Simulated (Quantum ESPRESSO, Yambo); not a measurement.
# A GW chain in Yambo: ZrSe2 (1T monolayer), part 3 of 3

Aim: the G0W0 gap of ZrSe2 (1T monolayer) on PBE, step by step.

Quantum ESPRESSO 7.5 and Yambo 5.3.0; PBE and many-body steps on it, plane waves. Known limits of the many-body steps: not at the basis limit; no spin-orbit coupling.

So far. Step 3 (Bands along the symmetry lines): The gap is 0.530 eV, −0.021 eV from the run before at this level. Step 4 (Empty states on the mesh, 6×6×1 mesh, 124 bands): On this mesh the gap is 0.530 eV.

### 6. Screening and self-energy, 6×6×1 mesh, 124 bands, screening to 108.8 eV

Now the one-shot GW correction: screening in the RPA, then the self-energy of the levels asked for.

This step: G0W0 on PBE, plane waves, norm-conserving pseudopotentials.

gw1.in

```
HF_and_locXC
gw0
dyson
ppa
em1d
rim_cut
rim_w
RandQpts= 3000000
RandGvec= 100 RL
CUTGeo= "slab z"
RandGvecW= 9 RL
EXXRLvcs= 104 Ry
VXCRLvcs= 416 Ry
Chimod= "HARTREE"
% BndsRnXp
 1 | 124 |
%
NGsBlkXp= 8 Ry
% LongDrXp
 1 | 1 | 0 |
%
% GbndRnge
 1 | 124 |
%
DysSolver= "n"
ExtendOut
PPAPntXp= 27.21138 eV
% QPkrange
 1 | 1 | 29 | 32 |
 4 | 4 | 29 | 32 |
%
```

Started as:

```bash
$ OMP_NUM_THREADS=2 mpirun -n 4 yambo -F gw1.in -J gw1 -C gw1 > gw1.log
```

The log of the run:

```text
 Yambo, version 5.3.0

 [02] CORE Variables Setup
 =========================

  [... cell, symmetries and grids as in the set-up ...]

  [02.05] Energies & Occupations
  ==============================

  [X] === General ===
  [X] Electronic Temperature                        :  0.000000  0.000000 [eV K]
  [X] Bosonic    Temperature                        :  0.000000  0.000000 [eV K]
  [X] Finite Temperature mode                       : no
  [X] El. density                                   :  0.29858E+24 [cm-3]
  [X] Fermi Level                                   :  0.171324 [eV]

  [X] === Gaps and Widths ===
  [X] Conduction Band Min                           :  0.529598 [eV]
  [X] Valence Band Max                              :  0.000000 [eV]
  [X] Filled Bands                                  :  30
  [X] Empty Bands                                   :   31  124
  [X] Direct Gap                                    :  1.128932 [eV]
  [X] Direct Gap localized at k                     :  1
  [X] Indirect Gap                                  :  0.529598 [eV]
  [X] Indirect Gap between kpts                     :   1   4
  [X] Last valence band width                       :  1.924907 [eV]
  [X] 1st conduction band width                     :  1.311309 [eV]

 [03] Transferred momenta grid and indexing
 ==========================================

 IBZ Q-points                                      :   7
 BZ  Q-points                                      :   36

 K/Q-points units:
 rlu = crystal or reduced units; cc = cartesian coordinates; iku = interal k-units

 Q [1]          [rlu]:  0.000000  0.000000  0.000000
 Q [2]          [rlu]:  0.51729E-17  0.16667       0.0000
 Q [3]          [rlu]:  0.10346E-16  0.33333       0.0000
 Q [4]          [rlu]: -0.15519E-16 -0.50000       0.0000
 Q [5]          [rlu]:  0.166667  0.166667  0.000000
 Q [6]          [rlu]:  0.166667  0.333333  0.000000
 Q [7]          [rlu]:  0.333333  0.333333  0.000000

 [04] Coloumb potential Random Integration (RIM)
 ===============================================

 Performing RIM of v_slab

  [04.01] RIM initialization
  ==========================

  * Diagonal components only detected *

  8 x (sBL volume)        :  0.040647 [a.u.]
  sBZ random points       :  3000000
  Points outside the sBZ  :  24000829
  RL volume               :  0.182913 [a.u.]
  Integrated volume       :  0.182907 [a.u.]

  [04.02] RIM integrals
  =====================

  Gamma point sphere radius             :  0.039453 [a.u.]
  Points outside the sphere             :  2398884
  [Int_sBZ(q=0) 1/q^2]*(Vol_sBZ)^(-1/3) =:  7.536990
                                 should be <:  7.795600

  Summary of Coulomb integrals for non-metallic bands |Q|[au] RIM/Bare

  Q [1] 0.100000E-4 0.966826 * Q [2] 0.168026 1.020985
  Q [5] 0.291029 1.031060 * Q [3] 0.336051 1.027409
  Q [6] 0.444554 1.018761 * Q [4] 0.504077 1.014916
  Q [7] 0.582058 1.011580
  Non-periodic chartesian directions : none
  Optical renormalization            :  30.23562 [au]
  Polarizability dimension           : length

 [05] Coloumb potential CutOffslab
 =================================

 Cut directionsZ
 Slab Cutoff:Z
 Symmetry test passed : yes

 [06] Dipoles
 ============

  [06.01] Setup: observables and procedures
  =========================================

  [WARNING] [x,Vnl] slows the Dipoles computation. To neglect it rename the ns.kb_pp file

 [07] Dynamic Dielectric Matrix (PPA)
 ====================================

 [WR./gw1//ndb.pp]---------------------------------------------------------------
  Brillouin Zone Q/K grids (IBZ/BZ)                :    7   36    7   36
  RL vectors                                       :  28483 [WF]
  Coulomb cutoff potential                         : slab z
  Electronic Temperature                           :  0.000000 [K]
  Bosonic    Temperature                           :  0.000000 [K]
  PPA    diel. fun.  energies                      : Perdew, Burke & Ernzerhof(X)+Perdew, Burke & Ernzerhof(C)
  wavefunctions                                    : Perdew, Burke & Ernzerhof(X)+Perdew, Burke & Ernzerhof(C)
  Global Gauge                                     : length
  X matrix size                                    :   549
  X band range                                     :    1  124
  X e/h energy range                               : -1.000000 -1.000000 [eV]
  X Time ordering                                  : R
  X Hxc Kernel                                     : HARTREE
  X Drude frequency                                :  0.000000  0.000000
  X poles                                          :  100.0000 [o/o]
  RL vectors in the sum                            :  28483
  [r,Vnl] included                                 : yes
  Field direction                                  :  0.707107E-5  0.707107E-5   0.00000
  BZ energy Double Grid                            : no
  BZ energy DbGd points                            : 0
  BZ Q point size factor                           : -1.000000
  X Optical Averaged directions                    : none

 [08] Local Exchange-Correlation + Non-Local Fock
 ================================================

 [VXC] Plane waves :  194387
 [EXS] Plane waves :  24321

 QP @ state[ 1 ] K range:  1  1
 QP @ state[ 1 ] b range:   29   32
 QP @ state[ 2 ] K range:   4   4
 QP @ state[ 2 ] b range:   29   32

 [xc] Functional : Perdew, Burke & Ernzerhof(X)+Perdew, Burke & Ernzerhof(C)
 [xc] LIBXC used to calculate xc functional
  PP Number of Atomic Species                      :  2
  NLCC RL compoments                               :  194387
  PP Number of Atomic Species                      :  2
  NLCC RL compoments                               :  194387

 [xc] E_xc :  -56.40697 [Ha]
      E_xc :  -112.8139 [Ry]

  Local XC kind (lXC) : Perdew, Burke & Ernzerhof(X)+Perdew, Burke & Ernzerhof(C)
  Non-Local XC kind (nlXC) : Hartree-Fock

  Corrections @ K [1] :  [eV]
 <29|nlXC|29> = -16.42397 -0.13874E-17 <29|lXC|29> = -14.68465  0.000000
 <30|nlXC|30> = -16.42403  0.95198E-17 <30|lXC|30> = -14.68465  0.000000
 <31|nlXC|31> = -8.699807  0.75319E-18 <31|lXC|31> = -13.95999  0.000000
 <32|nlXC|32> = -8.699824  0.23604E-17 <32|lXC|32> = -13.96001 -0.37763E-15

  Corrections @ K [4] :  [eV]
 <29|nlXC|29> = -16.02254 -0.66730E-17 <29|lXC|29> = -13.31444  0.23602E-16
 <30|nlXC|30> = -16.35372 -0.32404E-17 <30|lXC|30> = -13.97028  0.000000
 <31|nlXC|31> = -8.664474 -0.18946E-17 <31|lXC|31> = -13.12646  0.94408E-16
 <32|nlXC|32> = -8.625446  0.12440E-18 <32|lXC|32> = -15.14308  0.000000

 [09] Dyson equation: Newton solver
 ==================================

  [09.01] RIM-W interpolation
  ===========================

  [WARNING] RIM-W works only for 2D semiconductors with slab cutoff
  Found compatible q grid: 2D
  q_min[ 1 ]:  0.16667      0.47267E-11   0.0000     [rlu]
   0.166667  0.083333  0.000000 [iku]
  q_min[ 2 ]:  0.46907E-11  0.16667       0.0000     [rlu]
   0.19851E-10  0.16667       0.0000     [iku]
  G-vectors :   9
  G-vectors loaded:   63
  Number of interpolated frequencies:  2

  Evaluating coefficients q = 0
  Evaluating coefficients q = 0

  [09.02] RIM-W integrals
  =======================

  8 x (sBL volume)        :  0.040647 [a.u.]
  sBZ random points       :  3000000
  Points outside the sBZ  :  24000829
  RL volume               :  0.182913 [a.u.]
  Integrated volume       :  0.182907 [a.u.]

  [09.03] RIM integrals
  =====================

  Comparison between head Wc = W - v averages: < Wc > [au] RIM-W/RIM

   < -Wc [Q = 1] > 0.395283E-1 0.767427E-4 * < -Wc [Q = 2] > 0.005158 0.004982
   < -Wc [Q = 3] > 0.941851E-3 0.923215E-3 * < -Wc [Q = 4] > 0.322962E-3 0.319660E-3
   < -Wc [Q = 5] > 0.001369 0.001337 * < -Wc [Q = 6] > 0.454337E-3 0.449166E-3
   < -Wc [Q = 7] > 0.218746E-3 0.217234E-3

  Comparison between head Wc = W - v averages: < Wc > [au] RIM-W/RIM

   < -Wc [G = 1,G`=0] > 0.395283E-1 0.767427E-4 * < -Wc [G = 2,G`=0] >-0.002048 0.000000
   < -Wc [G = 3,G`=0] >-0.002048 0.000000 * < -Wc [G = 4,G`=0] > 0.116794E-4  0.00000
   < -Wc [G = 5,G`=0] > 0.116978E-4  0.00000 * < -Wc [G = 6,G`=0] > 0.139173E-3  0.00000
   < -Wc [G = 7,G`=0] > 0.139138E-3  0.00000 * < -Wc [G = 8,G`=0] >-0.281886E-4  0.00000
   < -Wc [G = 9,G`=0] >-0.281831E-4  0.00000

 [10] G0W0 (W PPA)
 =================

 [  GW  ] Bands range     :    1  124
 [GW/PPA] G damping       :  0.100000 [eV]

 QP @ state[ 1 ] K range:  1  1
 QP @ state[ 1 ] b range:   29   32
 QP @ state[ 2 ] K range:   4   4
 QP @ state[ 2 ] b range:   29   32

  Sc/G bands                                       :    1  124
  Sc/G damping                                     :  0.100000 ev
  Sc bands terminator                              : no
  Sx RL components                                 :  24321

  QP @ state[ 1 ] K range                          :  1  1
  QP @ state[ 1 ] b range                          :   29   32
  QP @ state[ 2 ] K range                          :   4   4
  QP @ state[ 2 ] b range                          :   29   32
  GF energies kind                                 : Perdew, Burke & Ernzerhof(X)+Perdew, Burke & Ernzerhof(C)
  GF WF`s kind                                     : Perdew, Burke & Ernzerhof(X)+Perdew, Burke & Ernzerhof(C)
  Xs energies kind                                 : Perdew, Burke & Ernzerhof(X)+Perdew, Burke & Ernzerhof(C)
  Xs WF`s kind                                     : Perdew, Burke & Ernzerhof(X)+Perdew, Burke & Ernzerhof(C)

 [14] Game Over & Game summary
```

Elapsed: 9.8 min, on 4 MPI ranks of AMD EPYC 7R43, shared host; peak memory 5.8 GiB.

Numbers from this step:

| Item | Value |
| --- | --- |
| G0W0 gap on the points computed | 1.503 eV |
| starting gap on the mesh | 0.5296 eV |
| k of the valence top | 0, 0, 0 |
| k of the conduction bottom | 0, -0.5, 0 |
| least direct G0W0 gap on the computed points | 2.265 eV |
| Z at the valence top | 0.7311 |
| Z at the conduction bottom | 0.7264 |

The gap on the mesh goes from 0.53 eV to 1.50 eV, a correction of +0.97 eV. The start differs from the 0.55 eV found before because the two sample other k points.

Limits: finite bands, cutoff and mesh; no spin-orbit coupling. v1 is the top filled band, c1 the lowest empty one. The levels before and after the correction (eV, zero at the valence-band top of each column):

|  | conduction bottom | valence top |
| --- | --- | --- |
| Kohn-Sham | 0.53 | 0.00 |
| G0W0 | 1.50 | 0.00 |

```
                   level  energy (eV)
Kohn-Sham        Γ v2-v1        0.000
Kohn-Sham        Γ c1-c2        1.129
Kohn-Sham  (0 -0.5 0) v2       -1.453
Kohn-Sham  (0 -0.5 0) v1       -1.047
Kohn-Sham  (0 -0.5 0) c1        0.530
Kohn-Sham  (0 -0.5 0) c2        2.573
     G0W0        Γ v2-v1        0.000
     G0W0        Γ c1-c2        2.265
     G0W0  (0 -0.5 0) v2       -1.706
     G0W0  (0 -0.5 0) v1       -1.203
     G0W0  (0 -0.5 0) c1        1.503
     G0W0  (0 -0.5 0) c2        3.906
```

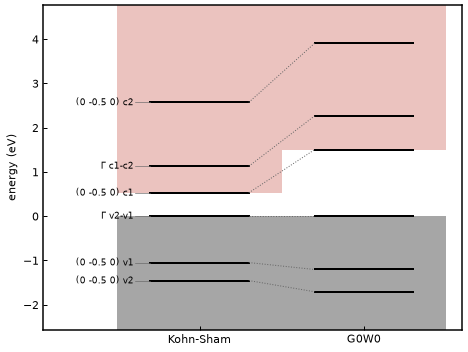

Levels before and after the correction. Shaded: valence and conduction bands.

### 7. Where the time went

Times are wall times on the hardware named with each run, good to a factor of about two.

```csv
step,time,share,memory (GiB)
ground state,58 s,8 %,1.8
bands along the symmetry lines,31 s,4 %,1.6
empty states on the mesh,35 s,5 %,1.6
conversion and set-up,7.2 s,1 %,0.27
screening and self-energy,9.8 min,82 %,5.8
```

### 8. Results

| Item | Value |
| --- | --- |
| PBE gap | 0.53 eV, indirect |
| G0W0 gap on the mesh | 1.50 eV |
| GW settings | 6×6×1 mesh, 124 bands, screening to 108.8 eV, Godby-Needs plasmon pole |
| known limits | not at the basis limit; no spin-orbit coupling |

G0W0 moves the gap on the mesh from 0.53 eV to 1.50 eV (+0.97 eV), with Z of 0.73 and 0.73 at the edges. Only 2 of the mesh's irreducible points were corrected, so a valley elsewhere could overtake. The dearest step here is «screening and self-energy». Bands and cutoff are finite, so the gap is not at the basis limit. The miss can reach some tenths of an eV and take either sign; the mesh is an error of its own. In the G0W0 run levels were corrected at 2 k points alone, so a gap called «on the mesh» is the least over those, and an edge elsewhere would be missed. The many-body steps are scalar-relativistic: spin-orbit coupling is not in them.

[Paths, hosts, dates, memory and timing lines, banners, echoed tables and standing remarks are left out of the program output.]

[Logs are printed without paths, hosts, clocks, repeated set-up lines and the standing remarks that a program may print on its own settings, such as how far it seeks lower states.]

[Runs of the session that timed out or met a known fault of the program may be left out.]

[Hosts, paths, dates, database ids (printed as entryN), source tags and the programs' standing remarks are cut or masked in the printed files.]
